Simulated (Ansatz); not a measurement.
**Molecular dynamics of CuSi16 (part 3 of 3)**

The same run, continued: CuSi16 (defect cell, 17 atoms in the cell); DFT LDA, scalar-relativistic, plane waves, PAW, PAW set soft_1, spin-polarised (Ansatz 0.2.0); cutoff 420 eV, 2×2×2 k-mesh, Fermi–Dirac smearing of 0.02 eV, collinear spins. It belongs to a series of runs on one base structure; here: dynamics from the start.

Geometry of the input (Å; fractional positions):
```
0.0000  5.4300  5.4300
5.4300  0.0000  5.4300
5.4300  5.4300  0.0000
Si -0.0004  0.0002  0.0010
Si 0.1240  0.1251  0.1263
Si -0.0006  0.0002  0.5007
Si 0.1246  0.1238  0.6265
Si -0.0005  0.4997  0.0010
Si 0.1254  0.6256  0.1238
Si -0.0012  0.5003  0.5008
Si 0.1242  0.6256  0.6265
Si 0.4986  0.0003  0.0011
Si 0.6250  0.1252  0.1243
Si 0.5012  -0.0045  0.5019
Si 0.6247  0.1242  0.6265
Si 0.5027  0.5030  -0.0085
Si 0.6249  0.6257  0.1241
Si 0.5005  0.5009  0.5013
Si 0.6273  0.6248  0.6218
Cu 0.3821  0.3744  0.3650
```

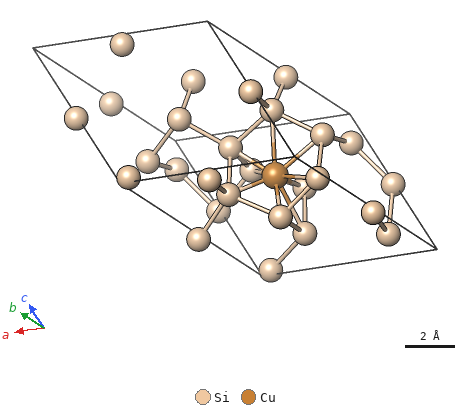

*The geometry at step 191 of the log (ball-and-stick view of the cell of the calculation, seen at an oblique angle).*

### Trajectory as extended XYZ, continued
```
17
Lattice="0.0000 5.4300 5.4300 5.4300 0.0000 5.4300 5.4300 5.4300 0.0000" Properties=species:S:1:pos:R:3:forces:R:3 step=55 time_fs=110.0 energy=-16289.55086 temperature=758.1
Si   -0.0412   -0.0642    0.1867   -0.6284   0.4280   0.9494
Si    1.2721    1.2032    1.7001    0.7474  -0.2592  -0.3122
Si    2.9080    2.3485    0.3505   -0.7284   0.0321  -0.3481
Si    3.9922    4.0173    1.5263    0.4513   0.0564   0.4879
Si    2.8435   -0.2354    2.8452   -0.5910  -0.2087  -0.3286
Si    3.8631    1.2007    4.3590    0.4534  -0.0951  -0.1297
Si    5.3202    2.3754    2.9570   -0.1147   0.8826  -0.5709
Si    7.1402    3.4382    4.0493   -0.1391   0.6157   0.0033
Si   -0.0338    2.8302    2.7767   -0.0322   0.3284  -1.0328
Si    1.1952    4.2533    4.0983    1.2782   0.1007  -0.8318
Si    2.4959    5.7201    2.5182    0.0077  -1.1995   0.6249
Si    3.9937    6.8741    3.9123    0.0762  -0.6375   0.7921
Si    2.6470    2.8888    5.3698    0.4893   0.6174   0.7998
Si    4.3613    4.3619    6.6636   -0.2668  -0.8142  -0.5807
Si    5.9461    5.3776    4.8656   -1.2243  -0.3557   0.4170
Si    6.5585    6.8949    6.5445   -0.0029   0.5221  -0.1236
Cu    3.9417    4.4162    3.9226    0.2244  -0.0134   0.1840
17
Lattice="0.0000 5.4300 5.4300 5.4300 0.0000 5.4300 5.4300 5.4300 0.0000" Properties=species:S:1:pos:R:3:forces:R:3 step=82 time_fs=164.0 energy=-16289.37562 temperature=829.7
Si   -0.1854   -0.0922    0.4190    1.3630   0.0898  -0.4855
Si    1.6396    1.0977    1.5456   -1.9563   0.1924  -0.2535
Si    2.6903    2.4831    0.0949    1.0742   0.2363  -1.0891
Si    3.8909    3.8710    1.5816   -0.9752   0.6868  -0.6375
Si    2.9426   -0.3113    2.7271    0.8019   0.6020   1.2193
Si    4.1581    1.2729    4.3221   -1.3224  -0.3803  -0.3367
Si    5.3152    2.6187    2.8728    1.2147  -0.4067  -0.4350
Si    6.9081    3.8758    4.0264   -0.5346   0.0832   0.9610
Si    0.2288    2.7023    2.6727   -0.6056  -0.5424  -0.6111
Si    1.1557    4.1883    4.1534    0.3891   0.8251   0.2759
Si    2.3702    5.6253    2.5636    1.2236  -1.2166   1.4680
Si    4.2145    6.7820    3.9272   -1.0820   0.9944   0.5160
Si    2.6917    2.8886    5.4225   -0.8363  -1.4543  -2.5612
Si    4.1408    3.9357    6.5635    2.0131   0.4542   2.5295
Si    5.4858    5.3157    5.4079    1.0872   0.2816  -1.0684
Si    6.7314    6.9161    6.5308   -1.4262   0.4738   0.6496
Cu    3.9786    4.5553    3.8749   -0.4282  -0.9194  -0.1412
17
Lattice="0.0000 5.4300 5.4300 5.4300 0.0000 5.4300 5.4300 5.4300 0.0000" Properties=species:S:1:pos:R:3:forces:R:3 step=109 time_fs=218.0 energy=-16289.50720 temperature=1053.0
Si   -0.1155   -0.1134    0.2271    1.2493  -0.0284  -0.6043
Si    1.6618    1.1454    1.2636   -0.4935  -0.2410   0.2691
Si    2.5426    2.7720   -0.2448    0.9474  -0.8188   1.0135
Si    3.7543    4.0599    1.3428   -0.1187  -0.0671   0.5412
Si    2.8716   -0.1349    2.8937    0.4654  -0.4892  -1.4506
Si    4.3451    1.1958    4.0332   -0.2433   0.4776  -0.0436
Si    5.3864    2.9102    2.7455    0.1631  -0.4290  -0.2111
Si    6.6994    4.3669    4.2261   -0.9910  -0.1625  -0.2821
Si    0.3157    2.3676    2.7379   -0.2498   0.6827  -0.0732
Si    1.2879    4.1123    4.0337   -0.9053  -1.0506   1.1489
Si    2.4665    5.5542    2.8162    0.5883   0.6087  -1.6327
Si    4.0865    6.7795    4.0281   -0.1050   0.1314   0.5368
Si    2.7615    2.5473    5.0776    0.0868   0.3334   2.0407
Si    4.2177    3.6722    6.9852   -1.2117   0.6744  -0.7962
Si    5.1953    5.4691    5.7346    0.3727  -0.0076   0.0843
Si    6.6866    6.9507    6.8338    0.4914   0.2330  -0.9411
Cu    4.0737    4.3409    3.9177   -0.0460   0.1528   0.4004
17
Lattice="0.0000 5.4300 5.4300 5.4300 0.0000 5.4300 5.4300 5.4300 0.0000" Properties=species:S:1:pos:R:3:forces:R:3 step=136 time_fs=272.0 energy=-16289.03080 temperature=944.5
Si    0.2867   -0.2121   -0.2456   -2.1369   1.0881   0.2878
Si    1.3406    1.2242    1.2026    0.7217   0.5059   0.1910
Si    2.5789    2.9022   -0.0303   -1.2422   0.1360   0.0843
Si    3.9641    4.2856    1.2255    1.4096  -0.4863  -0.9222
Si    2.7458   -0.0465    2.6605   -1.5602  -0.1120   0.3849
Si    4.2357    1.3067    3.7531    1.5940  -0.3588   0.3810
Si    5.4995    2.9732    2.4483   -1.7265   1.3890   2.0117
Si    6.4519    4.4648    4.2377    1.6449  -0.7539  -0.4396
Si   -0.0365    2.4178    2.7121    1.7120  -0.7934   1.5908
Si    1.5637    3.7206    4.1041    0.0472  -0.1204  -1.5435
Si    2.6719    5.4343    2.6821   -0.8929   0.7938   0.6694
Si    3.9216    6.8288    4.2745    0.0120  -0.3206  -0.9117
Si    3.0093    2.3865    5.3935   -0.2724   0.3583   0.1357
Si    4.0143    3.7249    7.0636   -0.7436   1.4920  -1.4021
Si    5.1207    5.6309    5.9144   -0.3551  -1.1057  -0.7494
Si    6.6814    7.0611    6.6737    1.9757  -1.7843   0.1819
Cu    4.1238    4.1429    4.2114   -0.1873   0.0723   0.0498
17
Lattice="0.0000 5.4300 5.4300 5.4300 0.0000 5.4300 5.4300 5.4300 0.0000" Properties=species:S:1:pos:R:3:forces:R:3 step=164 time_fs=328.0 energy=-16288.88391 temperature=976.6
Si    0.3475   -0.0059   -0.6274   -0.5307  -0.4541   0.9568
Si    1.0366    1.4247    1.1900   -0.3457  -0.1736   0.1185
Si    2.5176    2.9120    0.2731    0.3716   0.2049  -1.2153
Si    4.2018    4.3717    1.0241    1.3594  -1.0078  -0.2695
Si    2.3865    0.2143    2.6136    0.3310  -0.9911   0.1360
Si    4.2647    1.2294    3.5216   -1.0242  -0.0778   1.5465
Si    5.4731    2.8988    2.6401    0.2129   0.6047  -1.6127
Si    6.6652    4.1809    4.1563    0.1177   0.6047   0.2859
Si   -0.1227    2.5683    2.8969   -1.5950   0.5372  -0.9721
Si    1.6781    3.7130    3.7569    0.0053  -0.2949   1.2751
Si    2.9155    5.3095    2.6196   -0.0975   0.0107   0.6006
Si    3.6538    6.7753    4.2572    1.5897   0.5217   0.2957
Si    2.9942    2.3080    5.4590   -0.3837  -0.1358  -0.2050
Si    3.8948    4.2015    6.9518    0.9122  -1.0931   0.0949
Si    5.3529    5.6170    5.5536   -0.3848   0.1881   0.4718
Si    6.9041    6.6541    6.9594   -0.7465   1.2978  -0.8664
Cu    4.0734    4.0237    4.5756    0.2084   0.2584  -0.6408
17
Lattice="0.0000 5.4300 5.4300 5.4300 0.0000 5.4300 5.4300 5.4300 0.0000" Properties=species:S:1:pos:R:3:forces:R:3 step=191 time_fs=382.0 energy=-16288.50969 temperature=909.7
Si    0.1333    0.0269   -0.4406    1.4025   0.1564   0.0151
Si    0.8955    1.5738    1.2668    1.1723  -0.8345  -0.8589
Si    2.5997    2.7892    0.0057    0.3079   0.1653   0.5829
Si    4.5210    4.0240    0.8790   -2.3843  -0.3700   1.6529
Si    2.2387    0.0217    2.4757    1.3290   1.8568  -0.1351
Si    4.0300    1.3637    3.9756   -0.6676  -0.6528  -1.8884
Si    5.4286    2.8266    2.6512    0.4550  -1.0093  -0.1434
Si    6.7696    4.1457    4.0334   -1.0415  -0.1380   1.0070
Si   -0.4280    2.7603    2.7035    1.4112   2.3370  -1.3195
Si    1.5308    3.6866    3.9657   -0.9316   1.1926  -0.7667
Si    3.0619    5.2934    2.7702    0.6815  -1.2346  -0.2139
Si    4.0737    6.9402    4.1792   -1.3237  -1.5443   1.0625
Si    2.7300    2.4101    5.4959   -0.0720   0.8706   0.3269
Si    3.8764    4.3708    6.6583   -0.3057  -0.8601   2.4783
Si    5.4791    5.6421    5.5191    0.8542   0.3632   0.0455
Si    7.0453    6.6473    7.0432   -1.4399   0.1948   0.3694
Cu    4.1522    3.9575    4.6038    0.5527  -0.4931  -2.2147
17
Lattice="0.0000 5.4300 5.4300 5.4300 0.0000 5.4300 5.4300 5.4300 0.0000" Properties=species:S:1:pos:R:3:forces:R:3 step=218 time_fs=436.0 energy=-16289.42670 temperature=1521.9
Si   -0.1697    0.0302   -0.0088   -0.8123  -0.0553   0.2991
Si    1.2710    1.5368    1.0329   -0.8469  -0.0070   0.8836
Si    2.7044    2.7168   -0.2571    0.5936   0.2989  -0.6604
Si    4.0768    3.7521    1.3860    0.2590   0.5959  -1.8729
Si    2.4131    0.3305    2.6742   -0.0316  -1.0352  -0.4293
Si    3.7535    1.4025    4.1623    0.6767   0.5649   0.4442
Si    5.3812    2.3693    2.6184   -0.6047   0.6761   1.7848
Si    6.6549    4.2560    4.0638    0.9477  -0.6584  -0.4548
Si   -0.0818    2.9587    2.3791    0.7989  -0.6692   1.7176
Si    1.2649    4.3623    4.0315   -1.6449  -2.3293   0.2682
Si    2.9727    5.0391    2.8646    0.7211   1.7619  -0.2396
Si    4.2727    6.7436    3.9428   -0.0118   0.8827  -0.1283
Si    2.4092    2.8866    5.6080    0.2506  -0.3380  -0.5548
Si    3.8428    4.3117    6.8115   -0.1543   0.8276  -0.4719
Si    5.5409    5.6003    5.6030   -0.5388  -0.0761   0.0629
Si    7.0274    6.5991    7.2016    0.7071   0.0067  -1.4708
Cu    4.4403    3.7926    4.1920   -0.3093  -0.4464   0.8224
17
Lattice="0.0000 5.4300 5.4300 5.4300 0.0000 5.4300 5.4300 5.4300 0.0000" Properties=species:S:1:pos:R:3:forces:R:3 step=245 time_fs=490.0 energy=-16287.96276 temperature=941.1
Si   -0.5158    0.1663    0.4801   -0.0335  -0.6952  -0.6379
Si    1.3651    1.4443    1.0212    0.3268   0.7481   0.9433
Si    2.8464    2.6216   -0.5078   -0.4559  -0.1405   1.4929
Si    3.7862    3.6633    1.3835    0.8422   0.2124   1.0122
Si    2.6790    0.3020    2.6741   -0.5245  -0.5398   0.2347
Si    3.6121    1.4951    4.4853    0.1778   0.0048  -0.7464
Si    5.3451    2.0615    2.7146   -0.6836   1.0673  -0.1862
Si    6.8416    4.1087    4.0169    0.1689   0.6874  -1.3398
Si    0.1787    3.0602    2.5453   -0.0492  -2.0281  -0.8486
Si    0.7010    4.3035    4.3059    1.2162   1.8623  -0.0165
Si    2.8049    5.3859    2.8863   -0.8270  -0.6229  -0.5998
Si    4.4596    6.8239    3.8440   -0.6868   0.4929  -1.2201
Si    2.2942    3.2247    5.4951    1.1509  -0.5660   0.2483
Si    4.0065    4.2093    6.8397   -0.4316   1.3089  -0.6294
Si    5.4511    5.5744    5.4023    0.1963  -1.2258   0.4907
Si    6.9537    6.7935    6.5992    0.6816  -0.5222   1.4630
Cu    4.6720    3.6413    4.1602   -1.0685  -0.0434   0.3397
17
Lattice="0.0000 5.4300 5.4300 5.4300 0.0000 5.4300 5.4300 5.4300 0.0000" Properties=species:S:1:pos:R:3:forces:R:3 step=273 time_fs=546.0 energy=-16288.51883 temperature=1344.6
Si   -0.5257    0.1764    0.5881    1.0205  -0.4870  -0.5287
Si    1.3356    1.4262    1.4301   -0.2332   0.7844  -1.0272
Si    2.8097    2.7155   -0.1214   -0.5980  -1.0155   0.0232
Si    3.7657    3.7590    1.7913   -0.1811   1.2019  -1.5054
Si    2.7034    0.0139    2.5537    0.9478   0.6039   0.8119
Si    3.7305    1.4554    4.4449   -0.4895  -1.5292  -1.2120
Si    5.2415    2.2527    2.6616    0.9667  -0.7891  -0.1994
Si    6.9455    3.7442    3.5812   -0.3613   0.1956   1.2813
Si    0.0806    2.9305    2.7154   -0.4603   0.7895  -0.3125
Si    1.0458    4.6497    4.1554   -2.1785  -1.9489   2.4812
Si    2.3856    5.4532    2.7123    2.3994   0.6429  -0.9367
Si    4.0674    6.7693    3.7175    0.3554   0.5128   1.1295
Si    2.5726    3.2627    5.4276   -0.8938  -0.1032   0.5151
Si    4.3309    4.4360    6.5844   -0.1394  -0.7684   1.1166
Si    5.6869    5.5009    5.0208    0.0941   0.3118  -0.7592
Si    6.9024    6.8034    6.5816   -0.5484   0.9800  -0.9617
Cu    4.5531    3.5923    4.3111    0.2994   0.6185   0.0839
17
Lattice="0.0000 5.4300 5.4300 5.4300 0.0000 5.4300 5.4300 5.4300 0.0000" Properties=species:S:1:pos:R:3:forces:R:3 step=300 time_fs=600.0 energy=-16287.75745 temperature=1118.2
Si   -0.0670    0.1126    0.1831   -0.6079  -0.1955   1.7653
Si    1.1217    1.6245    1.7181   -0.8131  -2.3253   0.5401
Si    2.5021    2.5660    0.2718    0.9311   1.2343  -1.0685
Si    3.8656    4.0314    1.4392    0.2028   1.0717   0.6709
Si    2.7312   -0.1977    2.5100   -0.4164   0.7056   0.2641
Si    4.0162    1.0619    4.0751   -0.8086   0.9628  -0.0654
Si    5.2500    2.3522    2.5884    0.3399   0.7379  -0.7366
Si    6.9065    3.6537    3.8381    0.0765  -0.9289  -0.4676
Si   -0.3270    3.0584    2.9252    0.6648  -0.2822  -0.0023
Si    1.1285    4.2158    4.2728    1.6213   1.0411  -1.2188
Si    2.3918    5.7517    2.5793    0.6927  -1.4518   0.9670
Si    3.9361    6.9718    4.1989   -0.6937  -1.3196  -1.3014
Si    2.7675    3.1499    5.6041   -1.7808  -1.1502   0.4016
Si    4.5260    4.4841    6.6587   -0.3147   0.6055  -0.5765
Si    5.9391    5.6355    4.4308   -1.3016   0.8123   0.9768
Si    6.6623    6.8942    6.2879    0.6661  -0.0153   0.7167
Cu    4.4328    3.5846    4.4272    1.5418   0.4973  -0.8653
```

### Results in brief

```json
{"quantity": "outcome", "value": "finished"}
{"quantity": "mean temperature over the second half", "value": "1124 K"}
{"quantity": "trajectory", "value": "300 steps, 600 fs"}
{"quantity": "ensemble", "value": "nvt_nose_hoover"}
{"quantity": "temperature in the input", "value": "1500.0 K"}
{"quantity": "time step", "value": "2 fs"}
{"quantity": "electrons treated", "value": "83"}
{"quantity": "potential energy (free energy of the electrons) (last step)", "value": "−16287.7575 eV"}
{"quantity": "Fermi energy (last step)", "value": "6.956 eV"}
{"quantity": "net moment of the cell (last step)", "value": "0.00 μB"}
{"quantity": "integrated absolute moment (last step)", "value": "0.00 μB"}
{"quantity": "largest force (length of the vector) (last step)", "value": "2.522 eV/Å"}
{"quantity": "hardware", "value": "2 threads of Arm Neoverse V2, 24 GiB of memory available, shared host"}
{"quantity": "wall time", "value": "18 min (CPU time 35 min)"}
{"quantity": "peak memory", "value": "0.67 GiB"}
```

### Notes

The program warns: spin is on but no starting moments are given; the PAW datasets were made with another functional. The input asks for low accuracy. The k-point mesh is coarse for a cell of this size, so the results may not be converged.
